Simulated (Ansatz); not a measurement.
# Phonon-limited resistivity of Pd(100) film of 4 layers, part 2 of 4

The plan: relax Pd(100) film of 4 layers, check its phonons, and, if the lattice is stable, compute its Eliashberg function and ρ(T).

Ansatz 0.2.0; DFT PBE, scalar-relativistic, plane waves, PAW.

So far: The structure; Relaxing cell and atoms.

### Step 3. Relaxing tightly for phonons

Residual forces and stress shift phonon frequencies, so the cell is relaxed again, with tight thresholds and the mesh and smearing of this input.

File input.yaml:

```yaml
crystal:
  lattice:
    - [2.7023528499, 0.0, 0.0]
    - [0.0, 2.7023528499, 0.0]
    - [0.0, 0.0, 35.4699997778]
  atoms:
    - { symbol: Pd, position: [0.0, 0.0, 0.1508394312] }
    - { symbol: Pd, position: [0.5, 0.5, 0.2083378221] }
    - { symbol: Pd, position: [0.0, 0.0, 0.2662886258] }
    - { symbol: Pd, position: [0.5, 0.5, 0.3237870167] }
  periodic: [true, true, false]
kpoints:
  mp_grid: { grid: [12, 12, 1] }
hamiltonian:
  xc: pbe
scf:
  occupations: { method: methfessel_paxton, width: 0.2 }
output:
  forces: true
  stress: true
  eigenvalues: true
relax:
  adjacent_minimum: "off"
  f_tol: 0.001
  max_steps: 60
  cell: { stress_2d_tol: 0.002 }
```

Launch:

```sh
$ ansatz run input.yaml --threads 4 --pin off --max-ram 16384MiB --backend cpu --events-out ev --progress --plain --runs-dir out
```

Numbers of over 12 decimals in the logs are rounded to 6 here.

The program printed:

```text
[the first part of the log is left out]
  E_aug_tail   = 0.000829  (compensation charges beyond the density's cutoff)
  E_ewald      = 188509.244147
  E_smearing   = -0.022620  (= −TS)
  E_closure    = -0.000000  (closes the sum)
  Σ components = -27889.968050   (vs F -27889.968050, Δ=0.00e0)
[...]
--- 2D stress c σ (N/m, compression-positive) ---
        0.000162       0.000000       0.000000
        0.000000       0.000162       0.000000
        0.000000       0.000000       0.000000
  P = ½ c Tr σ = 0.0002 N/m
--- Band table (eV; the first three rows and the last of 28) ---
[...]
° read free of the cell's end (the report's vacuum.weakly_bound_levels)
--- Relaxed structure (6 steps of the walk, 6 accepted, 2 SCFs on fresh bases) ---
[...]
cell:  # Å, volume = 260.4901 Å³
    - [2.709974, 0, 0.0]
    - [0, 2.709974, 0.0]
    - [0.0, 0.0, 35.4699997778]
  atoms:
    - { symbol: Pd, position: [0, 0, 0.151496] }
    - { symbol: Pd, position: [0.500000, 0.500000, 0.208505] }
    - { symbol: Pd, position: [0, 0, 0.266121] }
    - { symbol: Pd, position: [0.500000, 0.500000, 0.323131] }
```

It took 60 s on 4 threads of Arm Neoverse V1, shared host; peak memory 0.73 GiB; 3.8 min of CPU time.

The steps of the relaxation:

```
step  energy less that of the first step (eV)  largest force component (eV/Å)  volume (Å³)
   1                                   0.0000                          0.0434       259.03
   2                                  -0.0008                          0.0121       259.74
   3                                  -0.0009                          0.0059       260.44
   4                                  -0.0009                          0.0016       260.51
   5                                  -0.0009                          0.0000       260.50
   6                                  -0.0011                          0.0000       260.50
   7                                  -0.0011                          0.0000       260.49
   8                                  -0.0011                          0.0000       260.49
```

The log counts 2 steps on a newly chosen plane-wave basis, not all of them marked here; energy and pressure can jump at such steps.

```
cell as run  before  after  change
      a (Å)   2.702  2.710  +0.3 %
      b (Å)   2.702  2.710  +0.3 %
```

The atoms that moved most (Å, along periodic axes as changes of fractional coordinates times the final cell, across vacuum about the mean position):

```
atom     dx     dy      dz  length
 Pd1  0.000  0.000   0.023   0.023
 Pd4  0.000  0.000  -0.023   0.023
 Pd3  0.000  0.000  -0.006   0.006
 Pd2  0.000  0.000   0.006   0.006
```

### Step 4. Phonons: q 2×2×1, k 6×6×1

Before any scattering is computed, the phonons show whether the structure is a minimum.

File input.yaml:

```yaml
crystal:
  lattice:
    - [2.7099735024, 0.0, 0.0]
    - [0.0, 2.7099735024, 0.0]
    - [0.0, 0.0, 35.4699997778]
  atoms:
    - { symbol: Pd, position: [0.0, 0.0, 0.1514958401] }
    - { symbol: Pd, position: [0.5, 0.5, 0.2085052597] }
    - { symbol: Pd, position: [0.0, 0.0, 0.2661211882] }
    - { symbol: Pd, position: [0.5, 0.5, 0.3231306078] }
  periodic: [true, true, false]
kpoints:
  mp_grid: { grid: [6, 6, 1] }
hamiltonian:
  xc: pbe
scf:
  occupations: { method: methfessel_paxton, width: 0.2 }
output:
  eigenvalues: true
phonons:
  method: dfpt
  qmesh: [2, 2, 1]
  temperatures: { t_max: 1000, t_step: 50 }
  qpath:
    path: [[0.0, 0.0, 0.0], [0.0, 0.5, 0.0], [0.5, 0.5, 0.0], [0.0, 0.0, 0.0]]
    npoints: 10
```

The program printed:

```text
Warning: crystal.symmetry: narrowed to the stabiliser of the run's FFT grids — unitary ops 16 → 8. A phonons.method: dfpt run fills in the rows of the dynamical matrix that it does not solve by its symmetry operations, which is exact only for operations that map its FFT grids onto themselves: filled in by any other, the frequencies could depend on the order in which like atoms are typed, or, by more than the grids' own error, on where the crystal sits among the grids' points. Excluded: 8 operations. The run can therefore solve more perturbations, solve them on more k-points, or both, and cost more. [rest of the remark cut]
[...]
Crystal: 4 atoms, lattice volume = 260.490 Å³
Basis set: ecut = 420 eV, 5187 PW (Γ), exchange–correlation on 40×40×480 points (8 copies of the dense FFT grid, shifted against one another)
Bands: 44, of which v1, the nominal top of the filled ones, is band 36 counted from 1 (35 counted from 0)
Symmetry: 16 space group operations
k-points: 10 of 36 (irreducible under 8 space group operations)
[...]
SCF iter   1: F=—  HF=-27889.954630 eV  |F-HF|=—  |Δ(HF+E_count)|=         —  Δρ=8.21e-3  dr2=6.36e-1  ethr=1.77e-3  ⟨swp⟩=20.3  Hψ=3683  notcnv=0
[...]
SCF iter  13: F=-27889.931364 eV  HF=-27889.931364 eV  |F-HF|=0.00e0  |Δ(HF+E_count)|=   1.02e-9  S|Δr|=    0.00e0  Δρ=2.35e-8  dr2=1.16e-12  ethr=1.00e-12  ⟨swp⟩=23.8  Hψ=3694  notcnv=0
SCF 1 converged in 13 iterations: F = -27889.931364 eV  dr2 = 1.16e-12
[...]
phonons: the bands overlap, so this run is a metal and interpolates without the dipole-dipole term. If the crystal is really an insulator or semiconductor, its LO-TO splitting is missing
NSCF: frozen V_eff on 10 k-points
[...]
DFPT response loops at q = (0, 0, 0) (fractional): preconditioner auto → none (partly filled bands, converged f_vac=0.727); β = 0.50; Broyden in place of MSR1
[...]
SCF converged after 13 iterations
Stability not checked: this state was not tested for a lower state beside it, because cold or Methfessel-Paxton smearing, or corrected tetrahedra, fill the levels in a way that the test cannot read (fill_not_monotonic; see scf.lower_state_search)
Free energy (F): -27889.931364 eV
[...]
Internal energy: -27889.895051 eV  (E = F + TS)
E sigma→0 (E₀):  -27889.922286 eV
Entropy (-TS):   -0.036313 eV (-9.078 meV/atom)
Fermi energy:    -5.070132 eV
[...]
--- Band table (eV; the first three rows and the last of 10) ---
  k-point 0: bands = [... 32 lower, -5.5342, -5.5342, -5.4656, -5.0915, -4.9824, -4.9395, -4.9395, -4.1232, ... 4 higher]
  k-point 1: bands = [... 32 lower, -6.0341, -5.9427, -5.4171, -5.4127, -5.1293, -4.9540, -4.9145, -2.9082, ... 4 higher]
  k-point 2: bands = [... 32 lower, -5.8840, -5.6572, -5.4429, -5.3668, -5.1818, -5.0966, -3.6086, -1.0950, ... 4 higher]
  k-point 9: bands = [... 32 lower, -4.4995, -4.4995, -4.2095, -4.2095, -0.2627, -0.2627, 1.9311, 1.9311, ... 4 higher]
  ° read free of the cell's end (the report's vacuum.weakly_bound_levels)
--- Phonons (Γ-DFPT): 8 representative perturbations + reference (Σ response iterations 43) ---
  ASR residual: 3.252e-5 → 0.000e0 eV/Å²; symmetrization residual: 4.731e-5 eV/Å²
  The last average, over the group as it would stand without the narrowing to the FFT grids, took up to 9.142e-6 eV/Å² of the zone centre's force constants
  ASR residual per site (eV/Å²): 2.55e-5 3.25e-5 2.96e-5 7.27e-6
  Γ frequencies (cm⁻¹): 0.00 0.00 0.00 45.43 45.43 85.13 96.76 96.76 132.99 132.99 155.74 202.09
--- Phonons (arbitrary-q DFPT): 3 irreducible q on the 2×2×1 mesh ---
  q = [0.0000, 0.0000, 0.0000] (star 1, of the zone-centre solve; hermiticity 1.01e-5, symmetrization 2.78e-12, taken by the last average 9.81e-7): -0.00 0.00 0.00 45.43 45.43 85.13 96.76 96.76 132.99 132.99 155.74 202.09
  q = [0.0000, -0.5000, 0.0000] (star 2, 12 solved perturbations on 16 of 36 k-point pairs; hermiticity 4.44e-6, symmetrization 3.10e-9, taken by the last average 8.38e-7): 62.72 62.72 102.54 102.54 103.94 103.94 125.72 125.72 184.61 184.61 222.70 222.70
  q = [-0.5000, -0.5000, 0.0000] (star 1, 8 solved perturbations in 104 linear systems a pass and spin channel, the states on 16 of 36 k-point pairs; hermiticity 5.30e-6, symmetrization 3.24e-9, taken by the last average 5.55e-7): 99.92 99.92 144.73 144.73 159.60 159.60 160.71 160.71 197.08 197.08 222.40 222.40
  sum rule: each row above includes the acoustic sum rule's correction from the zone centre's row sums; it moved no ω² by more than (0.29 cm⁻¹)²
  mesh force constants: q→R imaginary residual 1.00e-17; ASR residual 3.252e-5 → 0.000e0 eV/Å²; symmetrization residual 5.329e-15 eV/Å²
  interpolated dispersion: 31 rows × 12 modes
  density of states and harmonic sums: on the 24×24×1 q-mesh, interpolated from the force constants of a 2×2×1 supercell (no non-analytic term)
  largest difference from the sums on the solved wave vectors: F 1.21e-1 eV, S 1.83e-4 and C_V 6.12e-5 eV/K
  zero-point energy: 0.099508 eV/cell   skipped modes (ω ≤ 0): 7, of them read as no rigid motion or as one in doubt: 4 (3.472e-2 modes/cell left out, lowest -11.27 cm⁻¹)   left out of the sums: 3.33e-3 of the cell's modes: C_V's classical limit lies that fraction below 3 k_B per atom; for a crystal, a wire or a layer, F and S can be off by more, and a phonons.interpolated_qmesh denser along its periods is the remedy for the sampling
```

Wall time 3 min (4 threads); peak memory 1.1 GiB.

Reading the cycles: dr2 is the Hartree energy of the density residual (eV), the measure of convergence; HF is the Harris–Foulkes estimate of the energy, which meets the free energy F at convergence.

Numbers from this step:

| Quantity | Value |
| --- | --- |
| zero point energy | 0.09951 eV/cell |
| share of imaginary modes in the plain interpolation between solved wavevectors | 0.0015 |
| highest frequency, solved or plainly interpolated | 222.9 cm⁻¹ |

Solved on the 2×2×1 mesh alone; all other wavevectors are interpolated. The phonon branches at the labelled points (cm⁻¹):

```
point  branch 1  branch 2  branch 3  branch 4  branch 9  branch 10  branch 11  branch 12
    Γ         0         0         0        45       133        133        156        202
    X        63        63       102       102       185        185        223        223
    M       100       100       145       145       197        197        222        222
    Γ         0         0         0        45       133        133        156        202
```

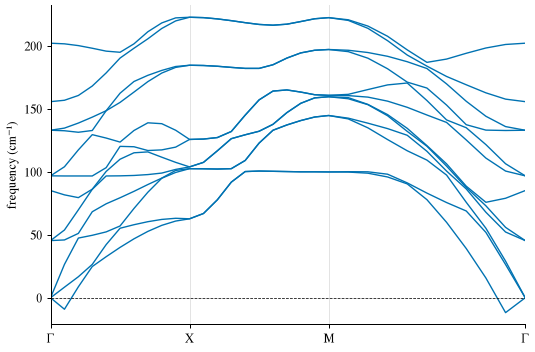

Phonon branches along the path.

Among the solved wavevectors the lowest mode, translations apart, is 45.4 cm⁻¹, so these are real on this k mesh.

### Step 5. Resistivity: q 2×2×1, k 6×6×1, scattering 12×12×1

The cheapest meshes give a first estimate and the cost of a run.

Changes to input.yaml since step 4:

```diff
@@ -26 +26,5 @@
     npoints: 10
+  electrical_resistivity:
+    mesh: [12, 12, 1]
+    temperatures: [20.0, 50.0, 77.0, 100.0, 150.0, 200.0, 300.0, 400.0, 600.0, 800.0]
+  electron_occupations: "off"
```

The program printed:

```text
[the first part of the log is left out]
  E_hartree    = 200572.767581
  E_xc         = -672.303006
  E_vxc        = -843.076383  (∫ρ·V_xc dr)
  E_paw        = -15002.058192  (= ΣΔE_a)
  E_vpaw       = -1319.485223  (= ΣTr[D̂ρ^β])
  E_aug_tail   = 0.000828  (compensation charges beyond the density's cutoff)
  E_ewald      = 188509.244158
  E_smearing   = -0.036313  (= −TS)
  E_closure    = -0.000000  (closes the sum)
  Σ components = -27889.931364   (vs F -27889.931364, Δ=0.00e0)
--- Band table (eV; the first three rows and the last of 10) ---
  k-point 0: bands = ["-89.1272", "-89.0988", "-88.6643", "-88.6643", "-54.9629", "-54.7942", "-54.7197", "-54.7197", "-54.6621", "-54.6621", "-54.3254", "-54.3254", "-54.3250", "-54.3250", "-54.2763", "-54.2717", "-11.4828", "-10.2383", "-9.8947", "-9.7914", "-9.4794", "-9.2445", "-8.6011", "-8.2297", "-7.3164", "-7.3164", "-6.9221", "-6.7044", "-6.5092", "-6.5092", "-6.2010", "-5.7941", "-5.5342", "-5.5342", "-5.4656", "-5.0915", "-4.9824", "-4.9395", "-4.9395", "-4.1232", "-2.7585", "-0.0284 (-0.0856°)", "0.0649", "1.0632"]
  k-point 1: bands = ["-89.1196", "-89.0949", "-88.6588", "-88.6588", "-54.9492", "-54.8280", "-54.7524", "-54.7287", "-54.7100", "-54.6600", "-54.3886", "-54.3872", "-54.3207", "-54.3204", "-54.2693", "-54.2679", "-10.8690", "-9.8486", "-9.5459", "-9.2934", "-9.2558", "-8.6504", "-8.2045", "-7.9162", "-7.6775", "-7.4441", "-7.2082", "-6.9191", "-6.6832", "-6.5492", "-6.2230", "-6.0807", "-6.0341", "-5.9427", "-5.4171", "-5.4127", "-5.1293", "-4.9540", "-4.9145", "-2.9082", "-1.1971 (-1.1971°)", "0.5425 (0.4851°)", "0.7088", "1.6218"]
  k-point 2: bands = ["-89.1029", "-89.0886", "-88.6477", "-88.6477", "-54.9460", "-54.9333", "-54.8305", "-54.7883", "-54.6876", "-54.6586", "-54.5109", "-54.5058", "-54.3114", "-54.3114", "-54.2605", "-54.2588", "-9.8919", "-9.7102", "-9.1099", "-9.0766", "-8.3282", "-8.1228", "-7.9213", "-7.5815", "-7.3958", "-7.3074", "-7.1616", "-7.1130", "-6.5763", "-6.5592", "-6.4253", "-5.9926", "-5.8840", "-5.6572", "-5.4429", "-5.3668", "-5.1818", "-5.0966", "-3.6086", "-1.0950", "1.0059 (1.0058°)", "1.9077 (1.9051°)", "2.2936", "2.5006"]
  k-point 9: bands = ["-89.0679", "-89.0679", "-88.6198", "-88.6198", "-54.9678", "-54.9678", "-54.8786", "-54.8786", "-54.8148", "-54.8148", "-54.5519", "-54.5519", "-54.5502", "-54.5502", "-54.2395", "-54.2395", "-9.9516", "-9.9516", "-9.6174", "-9.6174", "-9.1793", "-9.1793", "-8.5315", "-8.5315", "-7.0074", "-7.0074", "-5.9139", "-5.9139", "-5.5739", "-5.5739", "-5.2958", "-5.2958", "-4.4995", "-4.4995", "-4.2095", "-4.2095", "-0.2627", "-0.2627", "1.9311", "1.9311", "4.4985", "4.4985", "5.8675", "5.8675"]
  ° read free of the cell's end (the report's vacuum.weakly_bound_levels)
--- Phonons (Γ-DFPT): 8 representative perturbations + reference (Σ response iterations 44) ---
  ASR residual: 3.164e-5 → 0.000e0 eV/Å²; symmetrization residual: 2.487e-7 eV/Å²
  The last average, over the group as it would stand without the narrowing to the FFT grids, took up to 1.038e-7 eV/Å² of the zone centre's force constants
  ASR residual per site (eV/Å²): 3.16e-5 1.66e-5 1.64e-5 3.16e-5
  Γ frequencies (cm⁻¹): 0.00 0.00 0.00 45.43 45.43 85.13 96.76 96.76 132.99 132.99 155.74 202.09
--- Phonons (arbitrary-q DFPT): 3 irreducible q on the 2×2×1 mesh ---
  q = [0.0000, 0.0000, 0.0000] (star 1, of the zone-centre solve; hermiticity 5.34e-8, symmetrization 2.78e-12, taken by the last average 1.11e-8): -0.00 0.00 0.00 45.43 45.43 85.13 96.76 96.76 132.99 132.99 155.74 202.09
  q = [0.0000, -0.5000, 0.0000] (star 2, 12 solved perturbations on 16 of 36 k-point pairs; hermiticity 3.83e-8, symmetrization 5.19e-10, taken by the last average 5.90e-9): 62.72 62.72 102.54 102.54 103.94 103.94 125.72 125.72 184.61 184.61 222.70 222.70
  q = [-0.5000, -0.5000, 0.0000] (star 1, 8 solved perturbations in 104 linear systems a pass and spin channel, the states on 16 of 36 k-point pairs; hermiticity 1.07e-8, symmetrization 2.92e-10, taken by the last average 6.27e-9): 99.92 99.92 144.73 144.73 159.60 159.60 160.71 160.71 197.08 197.08 222.40 222.40
  sum rule: each row above includes the acoustic sum rule's correction from the zone centre's row sums; it moved no ω² by more than (0.28 cm⁻¹)²
  mesh force constants: q→R imaginary residual 1.00e-17; ASR residual 3.164e-5 → 0.000e0 eV/Å²; symmetrization residual 5.329e-15 eV/Å²
  interpolated dispersion: 31 rows × 12 modes
  density of states and harmonic sums: on the 24×24×1 q-mesh, interpolated from the force constants of a 2×2×1 supercell (no non-analytic term)
  largest difference from the sums on the solved wave vectors: F 1.21e-1 eV, S 1.83e-4 and C_V 6.12e-5 eV/K
  zero-point energy: 0.099508 eV/cell   skipped modes (ω ≤ 0): 7, of them read as no rigid motion or as one in doubt: 4 (3.472e-2 modes/cell left out, lowest -11.27 cm⁻¹)   left out of the sums: 3.33e-3 of the cell's modes: C_V's classical limit lies that fraction below 3 k_B per atom; for a crystal, a wire or a layer, F and S can be off by more, and a phonons.interpolated_qmesh denser along its periods is the remedy for the sampling
Error: electrical resistivity: the mode of lowest frequency at the wavevector [0.0000, 0.0833, 0.0000] is imaginary, -5.16 cm⁻¹ (written negative): every mode at the wavevectors of the force constants' own supercell is real, and this one is interpolated between them; take force constants of more repeats (phonons.supercell, under dfpt phonons.qmesh), or, with a block electrical_resistivity or superconductivity, name a file of force constants under which the crystal is stable (phonons.electron_phonon_force_constants)
The harmonic force constants that this run solved are whole in <dir>
```

Elapsed: 3.1 min, on 4 threads; peak memory 1.1 GiB.

The run ended with an error.

The program's message: “electrical resistivity: the mode of lowest frequency at the wavevector [0.0000, 0.0833, 0.0000] is imaginary, -5.16 cm⁻¹ (written negative): every mode at the wavevectors of the force constants' own s …”

The run stops because a mode is imaginary on the scattering mesh, where no scattering rate is defined; denser k meshes, other smearings and, between solved wavevectors, finer q meshes show whether the instability is real.

[end of part 2 of 4]

[Logs are printed without paths, hosts, clocks, repeated set-up lines and the standing remarks that a program may print on its own settings, such as how far it seeks lower states.]

[Hosts, paths, dates, database ids (printed as entryN), source tags and the programs' standing remarks are cut or masked in the printed files.]
